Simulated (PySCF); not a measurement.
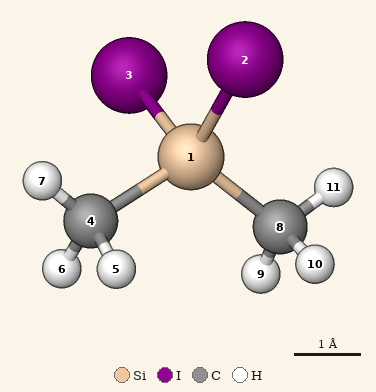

C$_{2}$H$_{6}$I$_{2}$Si, before the relaxation. A ball-and-stick model, seen at a tilt.

The start comes from GFN2-xTB. Its atoms were then displaced at random by about 0.03 Å.

Method: PySCF, PBE0-D3(BJ)/def2-SVP geometry optimisation, gas phase.

```xyz
11

Si    0.5425   -0.0747    0.3490
I     0.5022    0.0034    2.8130
I     2.7649   -0.0054   -0.5107
C    -0.2507    1.5978   -0.2666
H    -1.3986    1.6087    0.0243
H    -0.3331    1.6804   -1.3466
H     0.1779    2.4598    0.1514
C    -0.3042   -1.5787   -0.2485
H    -0.4254   -1.6193   -1.2586
H    -1.3634   -1.6849    0.2015
H     0.1859   -2.4727    0.1227
```

> Predict the outcome.

The energy falls by 0.552 eV in 4 geometry steps. The largest move after the best rigid fit is that of C4, 0.091 Å. Largest moves by element: C 0.091 Å, H 0.090 Å, Si 0.079 Å, I 0.065 Å. Near-neighbour distances that change, for instance: Si1–C4 1.951 → 1.866 Å, C8–H9 1.018 → 1.101 Å, C4–H5 1.184 → 1.101 Å, Si1–I3 2.384 → 2.462 Å. Bond angles that change, for instance: H5–C4–H6 99.8° → 109.1°, H10–C8–H11 101.8° → 108.7°, I3–Si1–C4 103.9° → 108.7°.

The structure at the end:

```xyz
11

Si    0.5037   -0.0066    0.3378
I     0.5221    0.0138    2.7995
I     2.8219   -0.0277   -0.4902
C    -0.3298    1.5537   -0.2547
H    -1.3766    1.5654    0.0875
H    -0.3093    1.5942   -1.3549
H     0.1805    2.4432    0.1412
C    -0.3468   -1.5696   -0.2236
H    -0.4035   -1.5922   -1.3233
H    -1.3668   -1.6024    0.1909
H     0.2026   -2.4572    0.1206
```

After the run, drawn alike:

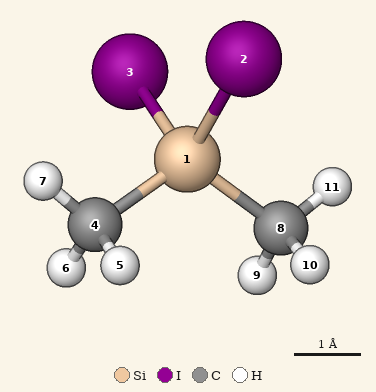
